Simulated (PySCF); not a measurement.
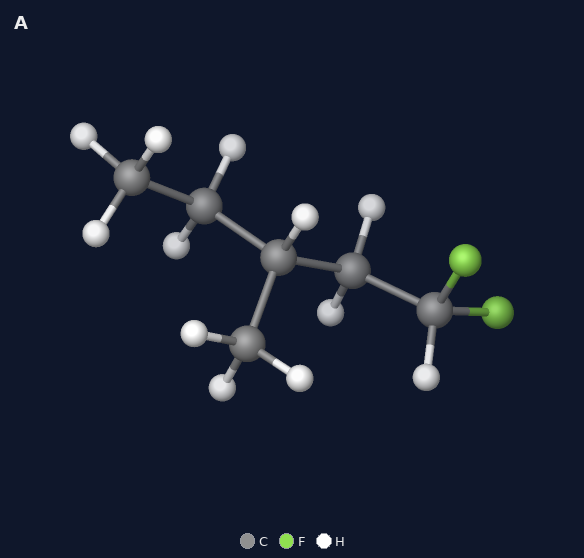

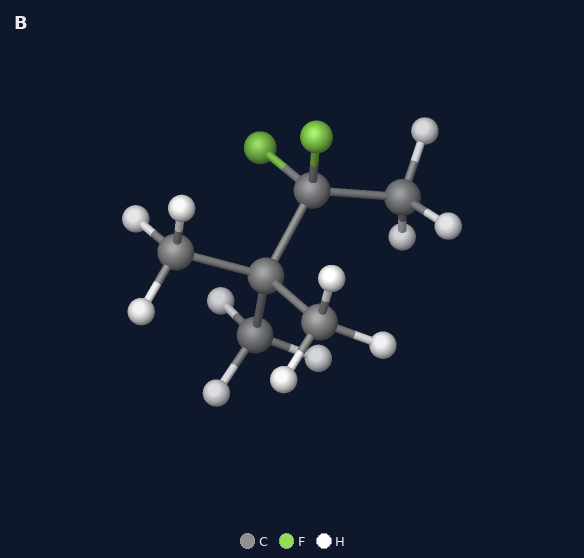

2 stationary structures of one formula. Geometries: PBE0-D3(BJ)/def2-SVP. Electronic energies: PBE0-D3(BJ)/def2-SVP (PySCF 2.14.0), without zero-point energy. No frequency run is at hand to confirm each as a minimum. Each is one conformer, not always the lowest.

> How are they related?

They are constitutional isomers of C6H12F2: A `CC[C@@H](C)CC(F)F`, B `CC(C)(C)C(C)(F)F`.

> Which structure is the most stable?

B is lowest; A lies 8.0 kcal/mol above it.
